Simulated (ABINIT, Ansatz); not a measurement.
# Converging GW for LiHS (Ama2) in ABINIT, part 2 of 2

What does each rung of G0W0 on LiHS (Ama2) cost, and what does it buy?

ABINIT 10.8.3; PBEsol and many-body steps on it, plane waves. Known limits of the many-body steps: not at the basis limit; coarse k mesh.

So far. Step 3 (Screening, 2×2×2 mesh, 29 bands, screening to 62.6 eV): Local fields lower ε∞ by 19 %. On a Γ-centred mesh this coarse the value itself is usually too large, while a short band sum pulls it down. Step 4 (29 bands, 62.6 eV): The gap on the mesh goes from 3.33 eV to 5.43 eV, a correction of +2.10 eV.

## Step 6: 73 bands, 114.3 eV

This step: G0W0 on PBEsol, plane waves, norm-conserving pseudopotentials.

The input, run.abi:

```
acell 3*1.0 Angstrom
rprim 
  6.156870000000 0.000000000000 0.000000000000
  0.000000000000 2.809205000000 2.757390000000
  0.000000000000 -2.809205000000 2.757390000000
ntypat 3
znucl 3 1 16
natom 6
typat 1 1 2 2 3 3
xred 
  0.500000000000 0.501660000000 0.501660000000
  0.000000000000 0.501660000000 0.501660000000
  0.250000000000 0.133090000000 0.983490000000
  0.750000000000 0.983490000000 0.133090000000
  0.750000000000 0.998760000000 0.475340000000
  0.250000000000 0.475340000000 0.998760000000
pp_dirpath "pseudos"
pseudos "Li.upf, H.upf, S.upf"
ecut 33
ngkpt 2 2 2
nshiftk 1
shiftk 0 0 0
kptopt 1
chksymbreak 0
istwfk *1
occopt 1
irdwfk 1
optdriver 4
nband 73
gwcalctyp 0
ecutsigx 33
symsigma 1
nkptgw 1
kptgw 
  0.0000000000 0.0000000000 0.0000000000
bdgw 
  9 12
ecuteps 4.2
irdscr 1
ppmodel 1
indata_prefix "in"
outdata_prefix "out"
tmpdata_prefix "tmp"
```

Started as:

```sh
$ OMP_NUM_THREADS=1 mpirun -n 4 abinit run.abi > log
```

Numbers of over 12 decimals in the logs are rounded to 6 here.

Output:

```text
.Version 10.8.3 of ABINIT. v10.8.2 released Aug 2026.

 Symmetries : space group Am a 2 (# 40); Bravais oC (1-face-center ortho.)
[... echo of the input left out ...]
== DATASET  1 ==================================================================
-   mpi_nproc: 4, omp_nthreads: 1 (-1 if OMP is not activated)

--- !DatasetInfo
iteration_state: {dtset: 1, }
dimensions: {natom: 6, nkpt: 6, mband: 73, nsppol: 1, nspinor: 1, nspden: 1, mpw: 5848, }
cutoff_energies: {ecut:  33.0, pawecutdg:  -1.0, }
electrons: {nelect:   2.00000000E+01, charge:   0.00000000E+00, occopt:   1.00000000E+00, tsmear:   1.00000000E-02, }

 SIGMA: Calculation of the GW corrections

 Based on a program developped by R.W. Godby, V. Olevano, G. Onida, and L. Reining.
 Incorporated in ABINIT by V. Olevano, G.-M. Rignanese, and M. Torrent.
.Using double precision arithmetic ; gwpc =  8

[... cell and pseudopotentials left out ...]
--------------------------------------------------------------------------------

 ==== K-mesh for the wavefunctions ====
 Number of points in the irreducible wedge :     6
[... list of points left out ...]
 Together with  4 symmetry operations and time-reversal symmetry
 yields     8 points in the full Brillouin Zone.

 ==== Q-mesh for screening function ====
 Number of points in the irreducible wedge :     6
[... list of points left out ...]
 Together with  4 symmetry operations and time-reversal symmetry
 yields     8 points in the full Brillouin Zone.

 vcoul_init : cutoff-mode = AUXILIARY_FUNCTION
 q-points for optical limit:   1
     1)      0.000010    0.000020    0.000030
 setmesh: FFT mesh size selected  =    64x   40x   40
          total number of points  =       102400

 Number of electrons calculated from density =   20.0000; Expected =   20.0000
[...]
number of k-points in IBZ                           6
 number of q-points in IBZ                           6
 number of symmetry operations                       4
 number of k-points in BZ                            8
 number of q-points in BZ                            8
 number of frequencies for dSigma/dE                 9
 frequency step for dSigma/dE [eV]                0.25
 number of omega for Sigma on real axis              0
 max omega for Sigma on real axis  [eV]           0.00
 zcut for avoiding poles [eV]                     0.10

 EPSILON^-1 parameters (SCR file):
 dimension of the eps^-1 matrix on file            283
 dimension of the eps^-1 matrix used               283
 number of plane-waves for wavefunctions          5839
 number of bands                                    73
 number of q-points in IBZ                           6
 number of frequencies                               2
 number of real frequencies                          1
 number of imag frequencies                          1

 matrix elements of self-energy operator (all in [eV])

 Perturbative Calculation

--- !SelfEnergy_ee
iteration_state: {dtset: 1, }
kpoint     : [   0.000,    0.000,    0.000, ]
spin       : 1
KS_gap     :    3.330
QP_gap     :    5.473
Delta_QP_KS:    2.143
data: !SigmaeeData |
     Band     E0 <VxcDFT>   SigX SigC(E0)      Z dSigC/dE  Sig(E)    E-E0       E
        9  -0.707 -12.411 -15.817   2.119   0.794  -0.259 -13.434  -1.023  -1.730
       10  -0.122 -12.727 -15.736   1.898   0.797  -0.255 -13.612  -0.885  -1.007
       11   3.208  -8.834  -4.303  -3.009   0.827  -0.209  -7.575   1.258   4.466
       12   3.571  -8.614  -4.145  -2.917   0.827  -0.209  -7.330   1.285   4.856

== END DATASET(S) ==============================================================
================================================================================

 -outvars: echo values of variables after computation  --------
           etotal      0.0000000000E+00
            nband          73
             nkpt           6
          spgroup          40
 [... the other variables as echoed above ...]

 Calculation completed.
```

Wall time 6.7 s (4 MPI ranks of Arm Neoverse N1, shared host); peak memory 0.76 GiB; 26 s of CPU time.

This step gave:

| Quantity | Value |
| --- | --- |
| G0W0 gap on the points computed | 5.473 eV |
| starting gap on the mesh | 3.330 eV |
| k of the valence top | 0, 0, 0 |
| k of the conduction bottom | 0, 0, 0 |
| Z at the valence top | 0.797 |
| Z at the conduction bottom | 0.827 |
| least direct G0W0 gap on the computed points | 5.473 eV |

Against G0W0 in ABINIT (2×2×2 mesh, 29 bands, screening to 62.6 eV, Godby-Needs plasmon pole), the gap moves by +0.041 eV.

## Step 7: Screening, 2×2×2 mesh, 164 bands, screening to 176.9 eV

This step: RPA screening on PBEsol, plane waves, norm-conserving pseudopotentials.

Edit run.abi of step 6 so:

```diff
@@ -27,15 +27,8 @@
 irdwfk 1
-optdriver 4
-nband 73
-gwcalctyp 0
-ecutsigx 33
-symsigma 1
-nkptgw 1
-kptgw 
-  0.0000000000 0.0000000000 0.0000000000
-bdgw 
-  9 12
-ecuteps 4.2
-irdscr 1
-ppmodel 1
+optdriver 3
+nband 164
+ecuteps 6.5
+inclvkb 2
+awtr 1
+symchi 1
 indata_prefix "in"
```

Output:

```text
.Version 10.8.3 of ABINIT. v10.8.2 released Aug 2026.

 Symmetries : space group Am a 2 (# 40); Bravais oC (1-face-center ortho.)
[... echo of the input left out ...]
== DATASET  1 ==================================================================
-   mpi_nproc: 4, omp_nthreads: 1 (-1 if OMP is not activated)

--- !DatasetInfo
iteration_state: {dtset: 1, }
dimensions: {natom: 6, nkpt: 6, mband: 164, nsppol: 1, nspinor: 1, nspden: 1, mpw: 5848, }
cutoff_energies: {ecut:  33.0, pawecutdg:  -1.0, }
[...]
--------------------------------------------------------------------------------
[... chi0 elements left out ...]
 For q-point:  0.000010 0.000020 0.000030
  dielectric constant =   3.7306
  dielectric constant without local fields =   4.6207

  Average fulfillment of the sum rule on Im[epsilon] for q-point    1 :     78.14  [%]
[... wings left out ...]
  q-point number  2        q = ( 0.500000, 0.000000, 0.000000) [r.l.u.]
--------------------------------------------------------------------------------
[... chi0 elements left out ...]
  Average fulfillment of the sum rule on Im[epsilon] for q-point    2 :     82.67  [%]

 [... 4 further q-points ...]
```

It took 46 s on 4 MPI ranks; peak memory 1.3 GiB.

This step gave:

- ε∞ with local fields, on this mesh, along the program's q direction: 3.731
- the same without local fields: 4.621
- plasma frequency: 17.00 eV
- plane waves in the screening matrix: 503

## Step 8: 164 bands, 176.9 eV

This step: G0W0 on PBEsol, plane waves, norm-conserving pseudopotentials.

Edit run.abi of step 7 so:

```diff
@@ -27,8 +27,15 @@
 irdwfk 1
-optdriver 3
+optdriver 4
 nband 164
+gwcalctyp 0
+ecutsigx 33
+symsigma 1
+nkptgw 1
+kptgw 
+  0.0000000000 0.0000000000 0.0000000000
+bdgw 
+  9 12
 ecuteps 6.5
-inclvkb 2
-awtr 1
-symchi 1
+irdscr 1
+ppmodel 1
 indata_prefix "in"
```

Output:

```text
.Version 10.8.3 of ABINIT. v10.8.2 released Aug 2026.

 Symmetries : space group Am a 2 (# 40); Bravais oC (1-face-center ortho.)
[... echo of the input left out ...]
== DATASET  1 ==================================================================
-   mpi_nproc: 4, omp_nthreads: 1 (-1 if OMP is not activated)

--- !DatasetInfo
iteration_state: {dtset: 1, }
dimensions: {natom: 6, nkpt: 6, mband: 164, nsppol: 1, nspinor: 1, nspden: 1, mpw: 5848, }
cutoff_energies: {ecut:  33.0, pawecutdg:  -1.0, }
[...]
10  -0.122 -12.727 -15.736   1.529   0.793  -0.260 -13.901  -1.174  -1.296
       11   3.208  -8.834  -4.303  -3.262   0.825  -0.212  -7.787   1.046   4.254
       12   3.571  -8.614  -4.145  -3.163   0.826  -0.211  -7.535   1.079   4.650

== END DATASET(S) ==============================================================
================================================================================

 -outvars: echo values of variables after computation  --------
           etotal      0.0000000000E+00
            nband         164
             nkpt           6
          spgroup          40
 [... the other variables as echoed above ...]

 Calculation completed.
```

Run time: 24 s. Hardware: 4 MPI ranks; peak memory 1.3 GiB; 96 s of CPU time.

Numbers from this step:

* G0W0 gap on the points computed: 5.55 eV
* starting gap on the mesh: 3.330 eV
* k of the valence top: 0, 0, 0
* k of the conduction bottom: 0, 0, 0
* least direct G0W0 gap on the computed points: 5.55 eV

Against G0W0 in ABINIT (2×2×2 mesh, 73 bands, screening to 114.3 eV, Godby-Needs plasmon pole), the gap moves by +0.077 eV.

## Step 9: Side by side

Times are wall times on 4 MPI ranks of Arm Neoverse N1, shared host, good to a factor of about two. A run's time includes the screening step that it read.

| run | mesh | bands | screening cutoff (eV) | DFT gap (eV) | gap on the mesh (eV) | direct (eV) | ε∞ used | time |
| --- | --- | --- | --- | --- | --- | --- | --- | --- |
| 29 bands, 62.6 eV | 2×2×2 | 29 | 62.6 | 3.330 | 5.432 | 5.432 | 3.71 | 9.7 s |
| 73 bands, 114.3 eV | 2×2×2 | 73 | 114.3 | 3.330 | 5.473 | 5.473 | 3.73 | 23 s |
| 164 bands, 176.9 eV | 2×2×2 | 164 | 176.9 | 3.330 | 5.550 | 5.550 | 3.73 | 70 s |

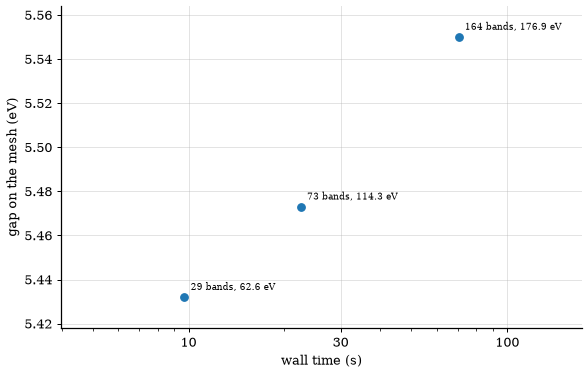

Result against wall time.

## Step 10: Outcome

```json
{
  "29 bands, 62.6 eV": "5.432 eV",
  "73 bands, 114.3 eV": "5.473 eV",
  "164 bands, 176.9 eV": "5.550 eV",
  "known limits": "not at the basis limit; coarse k mesh"
}
```

**Reading.** From the first rung to the last the gap moves by +0.12 eV for 7.2 times the time. The steps are not yet shrinking, so no limit is drawn. In the G0W0 runs levels were corrected at 1 k point alone, so a gap called «on the mesh» is the least over those, and an edge elsewhere would be missed. The 2×2×2 mesh is coarse for this cell, which bears on the long-range parts of exchange and screening.

[Paths, hosts, dates, memory and timing lines, banners, echoed tables and standing remarks are left out of the program output.]

[Logs are printed without paths, hosts, clocks, repeated set-up lines and the standing remarks that a program may print on its own settings, such as how far it seeks lower states.]

[Runs of the session that timed out or met a known fault of the program may be left out.]

[Hosts, paths, dates, database ids (printed as entryN), source tags and the programs' standing remarks are cut or masked in the printed files.]

[G0W0 gaps are taken among the corrected bands and points alone; a level outside them can change the order at an edge.]

[Where Ansatz stands beside ABINIT at settings called matched, ABINIT's density can come from a denser mesh and the files from another edition; pairs whose starting gaps differed by over 0.03 eV were left out, so agreement reads better than it is.]
